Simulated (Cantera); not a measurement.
Input: 1 mol CH3SiCl3, 0.054 mol HCl, 47 mol H2, equilibrated at 0.133 bar.

Equilibrium computed with Cantera from the NASA thermochemical tables; the gas is ideal and each condensed phase is pure. Candidate condensed phases: C, C6H6, C7H8, C8H18, Si, SiC; 109 gas species. The feed counts by its element totals alone. The tables' values for SiCl are old estimates; treat these amounts as uncertain. Gases not in the tables: Si2H6 and higher silanes. Equilibrium is a limit: real reactors are often held back by kinetics, nucleation or transport.

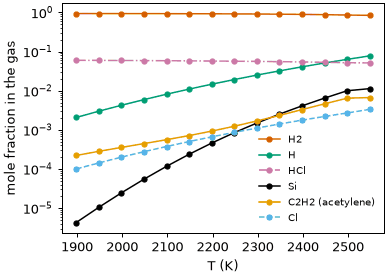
Figure. Equilibrium gas composition (values under 1e-9 drawn at 1e-9)

Read off the mole fractions at 2048 K.

H2 about 0.93, HCl about 0.059, H about 0.0059, C2H2 (acetylene) about 0.00045, Cl about 0.00028, Si about 5.5e-5.
